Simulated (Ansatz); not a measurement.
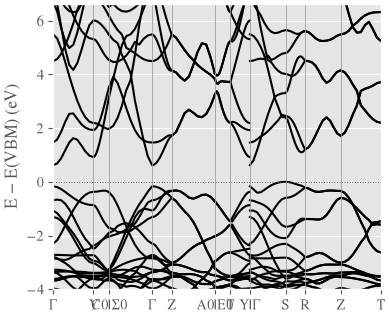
Fig. 1. Band structure from LDA in the plane-wave PAW code Ansatz

Problem. Read off the gap and where the band edges lie.

Solution. About 0.6 eV (0.62 eV by a search for the band edges); maximum at S, minimum at Γ.

The material is Ag2S in space group Cmcm (No. 63; Ag on 4b, Ag on 4c, S on 4c).

The workflow started from a Materials Project entry (that database holds measured and hypothetical structures alike); the Crystallography Open Database copy checked does not list it. COD files the formula under space group No. 4, 14, so this cell is another polymorph or a model. Whether it is the stable phase at ambient conditions was not checked. The cell was relaxed with LDA under the symmetry of its start; of distortions, only those at the zone centre were tested. No spin polarisation was allowed. Spin–orbit coupling is left out wherever it is not named.

Potentials: the later of the program's two PAW sets.
